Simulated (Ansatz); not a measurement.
# quartet SiNH4O: levels of theory compared

Wanted: a comparison of 3 runs (UB3LYP/6-31G*, USVWN5/6-311+G**, UCCSD/6-311+G**) of quartet SiNH4O. 

Program for the calculation: Ansatz 0.2.0.

53 further runs of the same task are left out: 53 set aside as unsound or not needed.

## 1. Starting point

The species is SiNH4O (7 atoms), meant as a quartet with charge 0. As SMILES of the parent species, `N[SiH]O`. The shape is that of a PBE0-D4/def2-TZVP optimisation. This is one conformer, not always the lowest. That shape belongs to the parent species and isn't relaxed for this state.

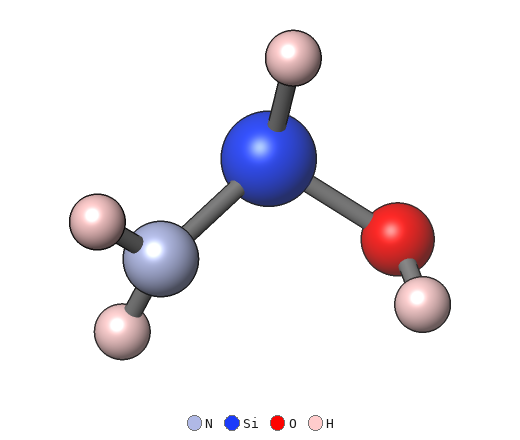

The structure, seen from a chosen angle (nitrogen light blue, silicon blue, oxygen red, hydrogen pink).

## 2. A single-point energy at UB3LYP/6-31G(d) (Cartesian functions) (run 1)

Input file input.yaml:

```yaml
crystal:
  periodic: [false, false, false]
  atoms:
    - {symbol: "N", position_ang: [-0.694900, 0.548300, -0.575200]}
    - {symbol: Si, position_ang: [0.293100, 0.159000, 0.781300]}
    - {symbol: O, position_ang: [1.622900, -0.672400, 0.270300]}
    - {symbol: H, position_ang: [-0.355900, 1.168100, -1.294800]}
    - {symbol: H, position_ang: [-1.685800, 0.673200, -0.432900]}
    - {symbol: H, position_ang: [-0.599100, -0.661900, 1.664700]}
    - {symbol: H, position_ang: [1.480900, -1.282400, -0.459000]}
basis:
  gaussian: {orbitals: "6-31G*"}
magnetization: {spin_polarized: true, initial_magnetization: 3}
hamiltonian: {xc: {name: B3LYP}}
accuracy: high
output: {orbitals: {seedname: orbitals}}
```

Started as:

```
$ ansatz run input.yaml --threads 1 --pin off --max-ram 3480MiB --events-out events.jsonl --progress --plain --runs-dir runs
```

Standard output:

```text
Warning: RAYON_NUM_THREADS=1 ignored (pool sized by the plan → 1); use --threads N
Functional definition: B3LYP
  name "B3LYP"
  parameter a0 = 0.2
  parameter ax = 0.72
  parameter ac = 0.81
  exchange = (1 - a0 - ax)*slater_x + ax*b88_x + a0*exact_x
  correlation = (1 - ac)*vwn_rpa_c + ac*lyp_c
1233 factors; integrals over basis functions are off by at most 3.6e-9 eV
mean field evaluation 1: about -11465.6824 eV, gradient 4.2e1 eV
mean field evaluation 2: about -11434.1710 eV, gradient 8.9e1 eV
mean field evaluation 4: about -11470.4737 eV, gradient 2.0e1 eV
mean field evaluation 8: about -11472.5069 eV, gradient 9.0e-1 eV
mean field evaluation 16: about -11472.7435 eV, gradient 4.7e-1 eV
mean field evaluation 32: about -11472.6354 eV, gradient 1.1e0 eV
mean field -11472.75137774 eV, -421.6158366218 hartree, gradient 1.2e-8 eV, S^2 3.753519; 5 other end points of the search recorded, 0 dependent functions left out
reference -11472.75141344 eV, -421.6158379337 hartree; 18, 15 occupied and 39, 42 virtual orbitals, 1233 factors
Total energy: -11472.75141344 eV, -421.6158379337 hartree
```

Run time: 6.6 s. Hardware: 1 thread of Intel Xeon 6975P-C (Granite Rapids), shared host; peak memory 0.24 GiB.

## 3. A single-point energy at USVWN5/6-311+G(d,p) (run 2)

Input file molecule.yaml:

```yaml
crystal:
  periodic: [false, false, false]
  atoms:
    - {symbol: N, position_ang: [-0.694900, 0.548300, -0.575200]}
    - {symbol: Si, position_ang: [0.293100, 0.159000, 0.781300]}
    - {symbol: O, position_ang: [1.622900, -0.672400, 0.270300]}
    - {symbol: H, position_ang: [-0.355900, 1.168100, -1.294800]}
    - {symbol: H, position_ang: [-1.685800, 0.673200, -0.432900]}
    - {symbol: H, position_ang: [-0.599100, -0.661900, 1.664700]}
    - {symbol: H, position_ang: [1.480900, -1.282400, -0.459000]}
basis:
  gaussian:
    orbitals: 6-311+G_st__st_-spherical.json
magnetization:
  spin_polarized: true
  initial_magnetization: 3
hamiltonian:
  xc: {name: SVWN5}
accuracy: high
output: {orbitals: {seedname: orbitals}}
```

The basis set 6-311+G** is read from a file made from the Basis Set Exchange's data (not shown).

Started as:

```
$ ansatz run molecule.yaml --threads 1 --pin off --max-ram 3480MiB --events-out events.jsonl --progress --plain --runs-dir runs
```

Standard output:

```text
Warning: RAYON_NUM_THREADS=1 ignored (pool sized by the plan → 1); use --threads N
Functional definition: SVWN5
  name "SVWN5"
  exchange = slater_x
  correlation = vwn5_c
1830 factors; integrals over basis functions are off by at most 4.2e-9 eV
mean field evaluation 1: about -11400.0432 eV, gradient 6.5e1 eV
mean field evaluation 2: about -11298.3105 eV, gradient 1.4e2 eV
mean field evaluation 4: about -11404.4338 eV, gradient 4.5e1 eV
mean field evaluation 8: about -11416.3230 eV, gradient 6.7e0 eV
mean field evaluation 16: about -11416.6075 eV, gradient 2.7e-2 eV
mean field evaluation 32: about -11414.4477 eV, gradient 1.7e1 eV
mean field evaluation 64: about -11414.5037 eV, gradient 3.4e0 eV
mean field -11416.60751205 eV, -419.5525876132 hartree, gradient 8.8e-8 eV, S^2 3.752064; 8 other end points of the search recorded, 0 dependent functions left out
reference -11416.60751544 eV, -419.5525877379 hartree; 18, 15 occupied and 80, 83 virtual orbitals, 1830 factors
Total energy: -11416.60751544 eV, -419.5525877379 hartree
```

Wall time 4.8 s (1 thread of Intel Xeon 6975P-C (Granite Rapids), shared host); peak memory 0.29 GiB.

## 4. A single-point energy at UCCSD/6-311+G(d,p) (run 3)

Input file run.yaml:

```yaml
crystal:
  periodic: [false, false, false]
  atoms:
    - {symbol: N, position_ang: [-0.694900, 0.548300, -0.575200]}
    - {symbol: Si, position_ang: [0.293100, 0.159000, 0.781300]}
    - {symbol: O, position_ang: [1.622900, -0.672400, 0.270300]}
    - {symbol: H, position_ang: [-0.355900, 1.168100, -1.294800]}
    - {symbol: H, position_ang: [-1.685800, 0.673200, -0.432900]}
    - {symbol: H, position_ang: [-0.599100, -0.661900, 1.664700]}
    - {symbol: H, position_ang: [1.480900, -1.282400, -0.459000]}
basis:
  gaussian: {orbitals: 6-311+G_st__st_-spherical.json}
magnetization: {spin_polarized: true, initial_magnetization: 3}
correlation: {method: ccsd, frozen_orbitals: {H: 0, "N": 1, O: 1, Si: 5}}
accuracy: high
scf: {omitted_lower_state_checks: [cluster_reference, increment]}
```

The basis set 6-311+G** is read from a file made from the Basis Set Exchange's data (not shown).

Started as:

```
$ ansatz run run.yaml --threads 1 --pin off --max-ram 3480MiB --events-out events.jsonl --progress --plain --runs-dir runs
```

Standard output:

```text
Warning: RAYON_NUM_THREADS=1 ignored (pool sized by the plan → 1); use --threads N
Functional definition: HF
  name "HF"
  exchange = exact_x
  correlation = 0
these checks for a lower state are left out or cut short: cluster_reference, increment
1830 factors; integrals over basis functions are off by at most 4.2e-9 eV
mean field evaluation 1: about -11435.6836 eV, gradient 2.7e1 eV
mean field evaluation 2: about -11435.6885 eV, gradient 2.7e1 eV
mean field evaluation 4: about -11440.0723 eV, gradient 5.0e0 eV
mean field evaluation 8: about -11440.8796 eV, gradient 4.2e-1 eV
mean field evaluation 16: about -11440.8968 eV, gradient 1.6e-7 eV
mean field evaluation 32: about -11440.8972 eV, gradient 5.3e-2 eV
mean field -11440.89682877 eV, -420.4452035388 hartree, gradient 2.0e-8 eV, S^2 3.759865; 4 other end points of the search recorded, 0 dependent functions left out
7 core orbitals not correlated: weight in the atoms' cores, before any rotation towards them, 1.000 or more for the frozen orbitals, at most 0.000 for the correlated occupied ones
reference -11440.89682877 eV, -420.4452035388 hartree; 11, 8 occupied and 80, 83 virtual orbitals, 1830 factors
second order -11.86934727 eV of doubles, -0.00000000 eV of singles
cycle   1  -12.26996929 eV  change   -4.0e-1 eV  update   8.8e-2
cycle   2  -12.61981224 eV  change   -3.5e-1 eV  update   3.2e-2
cycle   3  -12.71893842 eV  change   -9.9e-2 eV  update   2.2e-2
cycle   4  -12.71428831 eV  change    4.7e-3 eV  update   9.7e-3
cycle   5  -12.71023140 eV  change    4.1e-3 eV  update   6.7e-3
cycle   6  -12.71383369 eV  change   -3.6e-3 eV  update   3.6e-3
cycle   7  -12.71494793 eV  change   -1.1e-3 eV  update   2.4e-3
cycle   8  -12.71561212 eV  change   -6.6e-4 eV  update   1.2e-3
cycle   9  -12.71616857 eV  change   -5.6e-4 eV  update   6.3e-4
cycle  10  -12.71581078 eV  change    3.6e-4 eV  update   3.4e-4
cycle  11  -12.71596361 eV  change   -1.5e-4 eV  update   2.4e-4
cycle  12  -12.71604484 eV  change   -8.1e-5 eV  update   1.3e-4
cycle  13  -12.71602030 eV  change    2.5e-5 eV  update   9.0e-5
cycle  14  -12.71605937 eV  change   -3.9e-5 eV  update   3.7e-5
cycle  15  -12.71604115 eV  change    1.8e-5 eV  update   2.3e-5
cycle  16  -12.71603639 eV  change    4.8e-6 eV  update   9.0e-6
cycle  17  -12.71603815 eV  change   -1.8e-6 eV  update   5.5e-6
cycle  18  -12.71603879 eV  change   -6.4e-7 eV  update   3.8e-6
cycle  19  -12.71603957 eV  change   -7.8e-7 eV  update   2.5e-6
cycle  20  -12.71604106 eV  change   -1.5e-6 eV  update   1.3e-6
cycle  21  -12.71604086 eV  change    2.0e-7 eV  update   5.5e-7
cycle  22  -12.71604104 eV  change   -1.7e-7 eV  update   3.2e-7
cycle  23  -12.71604114 eV  change   -1.1e-7 eV  update   1.6e-7
cycle  24  -12.71604117 eV  change   -2.5e-8 eV  update   1.1e-7
cycle  25  -12.71604118 eV  change   -1.2e-8 eV  update   6.0e-8
cycle  26  -12.71604118 eV  change   9.2e-11 eV  update   3.8e-8
cycle  27  -12.71604119 eV  change   -1.1e-8 eV  update   9.7e-8
cycle  28  -12.71604120 eV  change   -1.0e-8 eV  update   2.5e-8
cycle  29  -12.71604121 eV  change   -4.3e-9 eV  update   1.1e-8
cycle  30  -12.71604121 eV  change   -3.2e-9 eV  update   5.7e-9
cycle  31  -12.71604121 eV  change   -1.4e-9 eV  update   2.9e-9
cycle  32  -12.71604121 eV  change  -9.2e-10 eV  update   1.5e-9
Total energy: -11453.61286998 eV, -420.9125094341 hartree
Checks for a lower state left out: cluster_reference, increment
```

Run time: 39 s. Hardware: 1 thread of Intel Xeon 6975P-C (Granite Rapids), shared host; peak memory 1.3 GiB.

## 5. The series

| run | level | Cartesian functions | frozen core orbitals | energy (Eh) | HOMO energy (eV) | ⟨S²⟩ | wall time |
| --- | --- | --- | --- | --- | --- | --- | --- |
| 1 | UB3LYP/6-31G* (Cartesian functions) | yes | – | -421.615838 | -1.11 | 3.754 | 6.6 s |
| 2 | USVWN5/6-311+G** | no | – | -419.552588 | -2.19 | 3.752 | 4.8 s |
| 3 | UCCSD/6-311+G** | no | 7 | -420.912509 | – | 3.760 | 39 s |

## 6. Results

```
                                          quantity          value
                               run 3: total energy  -420.91251 Eh
run 3: correlation energy (7 core orbitals frozen)     -467.3 mEh
          run 3: ⟨S²⟩ of the reference determinant          3.760
                              run 3: T1 diagnostic          0.023
```

What this shows: Totals of different functionals can't be ranked against each other. All runs together took 50 s, the longest 39 s.
